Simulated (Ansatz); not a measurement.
BH₂SBr: several calculations on one system

## 1. Relaxation

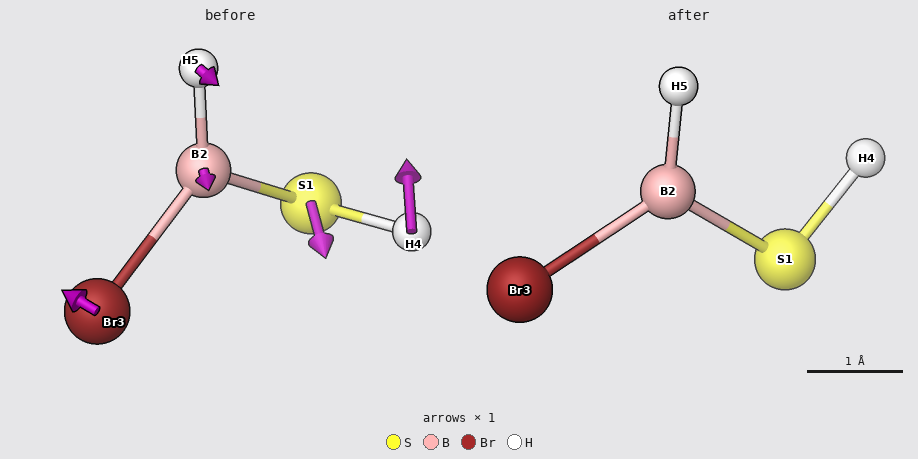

The structure of BH$_{2}$SBr (coarse preliminary run) before (left) and after (right) a relaxation, at one scale. The purple arrows give the displacements, at their true length.

The picture is a ball-and-stick view, seen from a free direction.

The calculation used Ansatz, RKS PBE-D4/def2-SVP. Settings: force threshold 0.03 eV/Å; at most 250 steps.

### Summarise the run.

H4 moves most after the best rigid fit: 0.90 Å. By element the largest moves are H 0.90 Å, S 0.74 Å, Br 0.48 Å, B 0.26 Å. Among the contacts that change: B2–Br3 1.987 → 1.916 Å, S1–H4 1.422 → 1.364 Å, S1–B2 1.819 → 1.789 Å, B2–H5 1.182 → 1.210 Å. Among the angles between lasting bonds that change: B2–S1–H4 91.4° → 96.0°. Groups turn about S1–B2 by about 85°. The optimiser took 11 steps. The run took roughly 23 core-seconds on a shared host.

## 2. A change

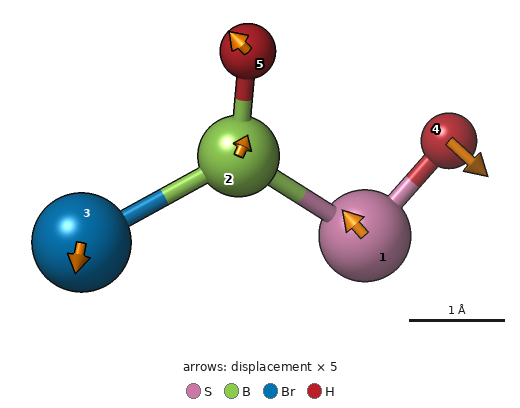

BH2SBr. The orange arrows show how the atoms are displaced, magnified 5 times. Style: ball-and-stick. Shown from a free direction.

The calculation used Ansatz 0.2.0, RKS PBE-D4/def2-TZVPP. 

> Describe the change and its computed effect.

All atoms are moved at random (σ = 0.12 Å) from the PBE0-D4/def2-TZVP minimum. The energy rises by 0.113 eV. The largest force is 2 eV/Å, on B2. The forces point partly back along the displacements (cosine −0.45). At other levels of theory the same distortion costs 0.118 eV (RKS r2SCAN-D4/def2-TZVPP), 0.122 eV (RKS PBE0-D4/def2-TZVPP), 0.121 eV (RKS wB97M-V/def2-TZVPP), 0.134 eV (RHF-CCSD(T), frozen core/def2-TZVPP). Among the bonded contacts that change: B2–Br3 1.907 → 1.995 Å, S1–B2 1.773 → 1.713 Å. Bond angles that change, for instance: B2–S1–H4 96.3° → 102.5°, S1–B2–H5 122.7° → 127.0°.

## 3. Distortion

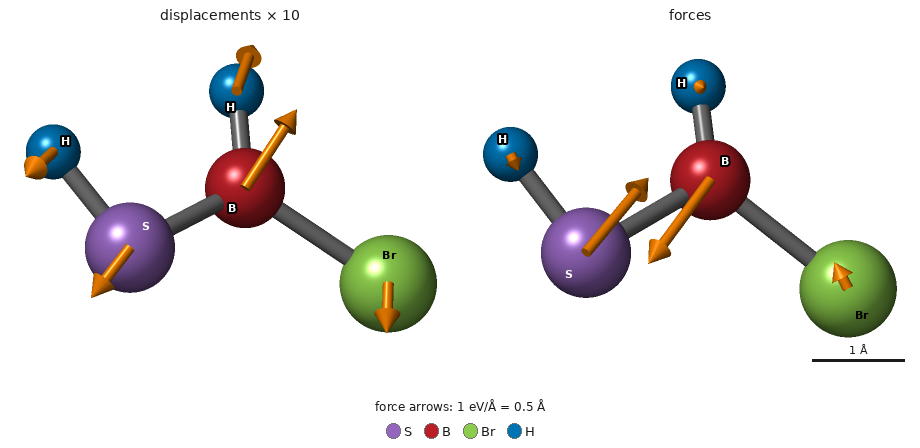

Left: BH$_{2}$SBr, with orange arrows for the displacements applied to it. Right: the displaced structure with the computed forces. A ball-and-stick model, seen at a tilt.

These are results of RKS wB97M-V/def2-TZVPP in Ansatz 0.2.0, not measurements. 

Q: Describe the distortion and the response.

A: All atoms are moved at random (σ = 0.12 Å) from the PBE0-D4/def2-TZVP minimum. Energy change: +5.84 kcal/mol. The largest forces, 2.5 eV/Å, act on S and B. The forces mostly point back along the displacements (cosine −0.71). At other levels of theory the same distortion costs 4.79 kcal/mol (RKS PBE-D4/def2-TZVPP), 5.43 kcal/mol (RKS r2SCAN-D4/def2-TZVPP), 5.91 kcal/mol (RKS PBE0-D4/def2-TZVPP), 5.35 kcal/mol (RHF-CCSD(T), frozen core/def2-TZVPP). Among the bonded contacts that change: B–S 1.773 → 1.923 Å, B–Br 1.907 → 1.934 Å, H–S 1.344 → 1.356 Å, B–H 1.187 → 1.182 Å. Among the angles between lasting bonds that change: S–B–Br 118.5° → 111.9°, Br–B–H 118.8° → 123.6°.
